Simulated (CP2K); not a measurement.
# BNH3 (SMILES [BH]N) at PM6

Aim: the vertical electron affinity of BNH3 at PM6, from 2 runs. 

Program for the calculation: CP2K 2026.2.

6 further runs of the same task are left out: 6 set aside as unsound or not needed.

## 1. The structure to begin with

BNH3 has 5 atoms, charge 0, and is taken as a doublet. As SMILES, `[BH]N`. The shape is that of a GFN2-xTB optimisation. This is one conformer, not always the lowest.

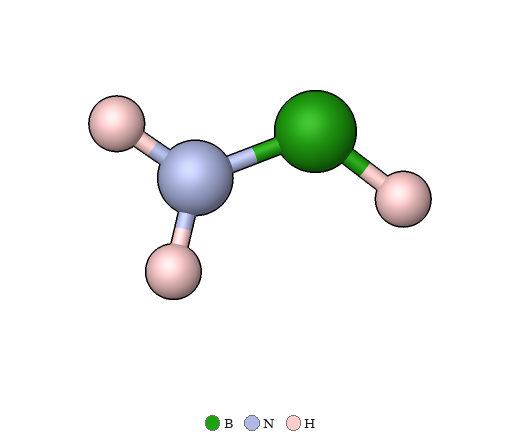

The structure, seen from a chosen angle (boron green, nitrogen light blue, hydrogen pink).

## 2. A single-point energy at PM6

Input file gas.inp:

```
&GLOBAL
  PROJECT_NAME gas
  RUN_TYPE ENERGY
  PRINT_LEVEL MEDIUM
&END GLOBAL
&FORCE_EVAL
  METHOD Quickstep
  &DFT
    CHARGE 0
    MULTIPLICITY 2
    LSD T
    &QS
      METHOD PM6
      EPS_DEFAULT 1.0E-10
      &SE
        &COULOMB
          CUTOFF [angstrom] 50
          RC_RANGE [angstrom] 0
        &END COULOMB
        &EXCHANGE
          CUTOFF [angstrom] 50
          RC_RANGE [angstrom] 0
        &END EXCHANGE
      &END SE
    &END QS
    &POISSON
      PERIODIC NONE
      POISSON_SOLVER ANALYTIC
    &END POISSON
    &SCF
      SCF_GUESS ATOMIC
      EPS_SCF 1.0E-07
      MAX_SCF 50
      &OT ON
        MINIMIZER CG
        PRECONDITIONER FULL_ALL
      &END OT
      &OUTER_SCF
        EPS_SCF 1.0E-07
        MAX_SCF 10
      &END OUTER_SCF
    &END SCF
    &PRINT
      &MOMENTS
        PERIODIC F
        REFERENCE COM
        MAX_MOMENT 1
      &END MOMENTS
      &MO_CUBES
        NLUMO 5
        NHOMO -1
        WRITE_CUBE F
      &END MO_CUBES
      &HIRSHFELD OFF
      &END HIRSHFELD
    &END PRINT
  &END DFT
  &SUBSYS
    &CELL
      ABC [angstrom] 11.7 12.9 11.4
      PERIODIC NONE
    &END CELL
    &COORD
      UNIT bohr
      B      1.3337309    -0.6455682     1.0203576
      N     -0.3188157     0.7623533    -0.3980141
      H      1.0142727    -2.8099094     1.3676893
      H     -1.9023306     0.0681624    -1.2341612
      H     -0.1268384     2.6249430    -0.7558527
    &END COORD
    &TOPOLOGY
      &CENTER_COORDINATES
      &END CENTER_COORDINATES
    &END TOPOLOGY
  &END SUBSYS
&END FORCE_EVAL
```

Command:

```bash
$ OMP_NUM_THREADS=1 cp2k.psmp -i gas.inp > gas.out 2>&1
```

Standard output (excerpt; [...] marks lines left out):

```text
CP2K| version string:                                       CP2K version 2026.2
[...]
 GLOBAL| Method name                                                        CP2K
[...]
 GLOBAL| Run type                                                         ENERGY
[...]
                             - Atoms:                                          5
[...]
                             - Spherical basis functions:                     11
[...]
 Number of electrons:                                                          6
[...]
     1 OT CG       0.15E+00    0.0     0.19535261        -8.2077360198 -8.21E+00
[...]
    47 OT CG       0.25E+00    0.0     0.00000009       -10.0891537646 -2.93E-13
  *** SCF run converged in    47 steps ***
  Core-core repulsion energy [eV]:                            332.13057020621682
  Core Hamiltonian energy [eV]:                              -429.60291373312492
  Two-electron integral energy [eV]:                         -354.13498469925418
  Electronic energy [eV]:                                    -606.67040608275204
  Total energy [eV]:                                         -274.53983587653522
  Atomic reference energy [eV]:                               275.79172351008884
  Heat of formation [kcal/mol]:                                28.86921694102912
[...]
 SE_DIPOLE| Moment [Debye]          1.83248737      -0.90487917       1.40864634
 SE_DIPOLE| Derivative [a.u.]       0.00000000       0.00000000       0.00000000
 *** WARNING in qs_scf_post_se.F:140 :: Printing of MO cube files not ***
 *** implemented for Semi-Empirical method.                           ***
 ENERGY| Total FORCE_EVAL ( QS ) energy [hartree]            -10.089153764606785
[...]
```

Wall time 1.9 s (1 thread of Intel Xeon 6975P-C (Granite Rapids), shared host); peak memory 0.18 GiB.

## 3. The singlet anion

Input file qs.inp:

```
&FORCE_EVAL
  METHOD Quickstep
  &DFT
    CHARGE -1
    MULTIPLICITY 1
    &QS
      METHOD PM6
      EPS_DEFAULT 1.0E-10
      &SE
        &COULOMB
          CUTOFF [angstrom] 50
          RC_RANGE [angstrom] 0
        &END
        &EXCHANGE
          CUTOFF [angstrom] 50
          RC_RANGE [angstrom] 0
        &END
      &END
    &END
    ! isolated system
    &POISSON
      PERIODIC NONE
      POISSON_SOLVER ANALYTIC
    &END
    ! SCF settings
    &SCF
      SCF_GUESS ATOMIC
      EPS_SCF 1.0E-07
      MAX_SCF 150
      ADDED_MOS 8
      &DIAGONALIZATION
        ALGORITHM STANDARD
      &END
      &MIXING
        METHOD DIRECT_P_MIXING
        ALPHA 0.4
      &END
    &END
    &PRINT
      &MOMENTS
        PERIODIC F
        REFERENCE COM
        MAX_MOMENT 1
      &END
      &MO ON
        ENERGIES T
        OCCUPATION_NUMBERS T
        NDIGITS 6
        &EACH
          QS_SCF 0
        &END
        ADD_LAST NUMERIC
      &END
      &HIRSHFELD OFF
      &END
    &END
  &END
  ! atoms, cell and kinds
  &SUBSYS
    &CELL
      ABC [angstrom] 11.7 12.9 11.4
      PERIODIC NONE
    &END
    &COORD
      UNIT bohr
      B      1.3337309    -0.6455682     1.0203576
      N     -0.3188157     0.7623533    -0.3980141
      H      1.0142727    -2.8099094     1.3676893
      H     -1.9023306     0.0681624    -1.2341612
      H     -0.1268384     2.6249430    -0.7558527
    &END
    &TOPOLOGY
      &CENTER_COORDINATES
      &END
    &END
  &END
&END

&GLOBAL
  PROJECT_NAME qs
  RUN_TYPE ENERGY
  PRINT_LEVEL MEDIUM
&END
```

Command:

```bash
$ OMP_NUM_THREADS=1 cp2k.psmp -i qs.inp > qs.out 2>&1
```

Standard output (excerpt; [...] marks lines left out):

```text
CP2K| version string:                                       CP2K version 2026.2
[...]
 GLOBAL| Method name                                                        CP2K
[...]
 GLOBAL| Run type                                                         ENERGY
[...]
 *** WARNING in qs_environment.F:2210 :: More added MOs requested than     ***
 *** available. The full set of unoccupied MOs will be used. Use           ***
 *** 'ADDED_MOS -1' to always use all available MOs and to get rid of this ***
[...]
                             - Atoms:                                          5
[...]
                             - Spherical basis functions:                     11
[...]
 Number of electrons:                                                         12
[...]
     1 P_Mix/Diag. 0.40E+00    0.0     0.87513715        -7.1432772084 -7.14E+00
[...]
    18 DIIS/Diag.  0.68E-07    0.0     0.00000008       -10.0769106283 -6.93E-14
  *** SCF run converged in    18 steps ***
  Core-core repulsion energy [eV]:                            332.13057020621682
  Core Hamiltonian energy [eV]:                              -444.61411182897155
  Two-electron integral energy [eV]:                         -323.44628314486260
  Electronic energy [eV]:                                    -606.33725340140290
  Total energy [eV]:                                         -274.20668319518609
  Atomic reference energy [eV]:                               275.79172351008884
  Heat of formation [kcal/mol]:                                36.55190089330463
[...]
 SE_DIPOLE| Moment [Debye]          5.01853005      -1.86986255       3.69592798
 SE_DIPOLE| Derivative [a.u.]       0.00000000       0.00000000       0.00000000
 ENERGY| Total FORCE_EVAL ( QS ) energy [hartree]            -10.076910628311131
[...]
```

Wall time 0.93 s (1 thread of Intel Xeon 6975P-C (Granite Rapids), shared host); peak memory 0.18 GiB.

## 4. Outcome

Level: PM6.

```
                                         quantity          value
                       doublet BNH3: total energy   -10.08915 Eh
                      doublet BNH3: dipole moment         2.48 D
                  doublet BNH3: heat of formation  28.9 kcal/mol
                      singlet anion: total energy   -10.07691 Eh
                       singlet anion: HOMO energy        0.21 eV
                       singlet anion: LUMO energy        7.69 eV
                     singlet anion: HOMO–LUMO gap        7.48 eV
                 singlet anion: heat of formation  36.6 kcal/mol
vertical electron affinity (to the singlet anion)      -0.333 eV
```

In words: The anion lies 0.33 eV (7.7 kcal/mol) above the neutral: the electron isn't bound at this level. The HOMO (singlet anion) lies at positive energy, 0.21 eV: the electron is unbound at this level or held by a compact basis; values depend on the basis.
